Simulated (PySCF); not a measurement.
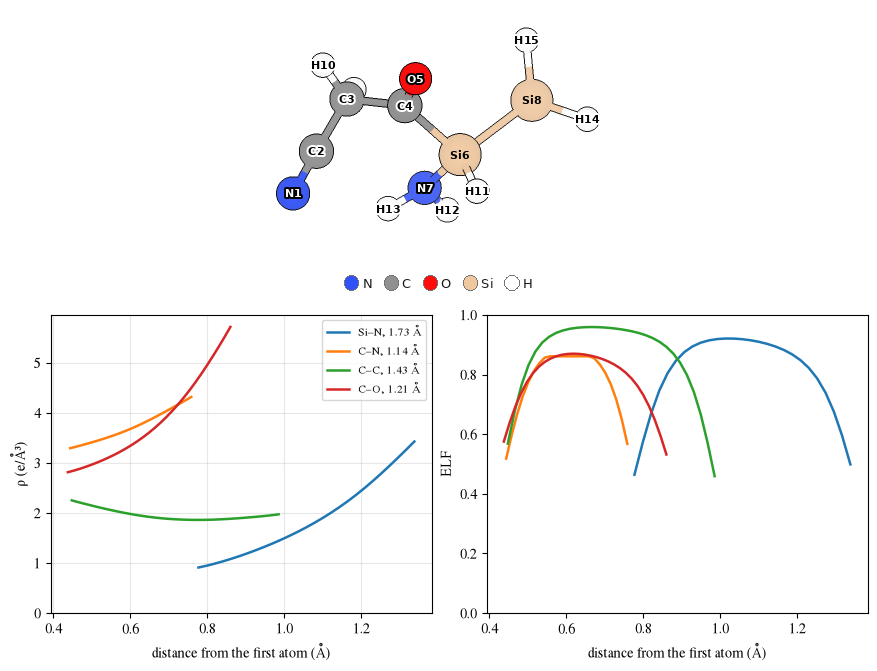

Figure. C$_{3}$H$_{8}$N$_{2}$OSi$_{2}$. Total electron density and ELF along straight lines between neighbouring atoms. The curves leave out the atomic cores. The structure is drawn too.

Geometry: GFN2-xTB.

All numbers below come from CAM-B3LYP/def2-SVPD, SCF density, gas phase (PySCF 2.14.0).

Input

```
{"job": {"kind": "uv", "xc": "CAM-B3LYP", "basis": "def2-SVPD", "nstates": 8, "ntriplets": 3}, "charge": 0, "multiplicity": 1}
N     -2.746254    -2.164853    -0.346840
C     -2.413040    -1.070242    -0.369365
C     -1.973921     0.293486    -0.361465
C     -1.058651     0.520359     0.850409
O     -1.406409     1.256216     1.741160
Si     0.663564    -0.324665     0.884532
N      0.663327    -1.366268    -0.491667
Si     2.297672     1.283036     0.585478
H     -1.400020     0.486907    -1.270441
H     -2.842905     0.955550    -0.307263
H      0.671098    -0.996474     2.196007
H      1.535200    -1.776627    -0.785622
H     -0.077495    -2.042390    -0.612090
H      3.312431     1.200919     1.638143
H      1.759714     2.644575     0.591687
H      3.008088     1.109416    -0.686592
```

Command:

```sh
OMP_NUM_THREADS=1 python probes_run.py task.json out
```

### What can be read from the curves?

Si–N (1.73 Å): ρ at the midpoint is about 1.1 e/Å³; the ELF peaks at about 0.90 between the atoms (a polar covalent bond).
C–N (1.14 Å): ρ at the midpoint is about 3.6 e/Å³; the ELF peaks at about 0.85 between the atoms; a multiple bond.
C–C (1.43 Å): ρ at the midpoint is about 1.9 e/Å³; the ELF peaks at about 0.95 between the atoms: localised, covalent bonding.
C–O (1.21 Å): ρ is about 3.4 e/Å³ halfway; the ELF peaks at about 0.85 between the atoms; a multiple bond.
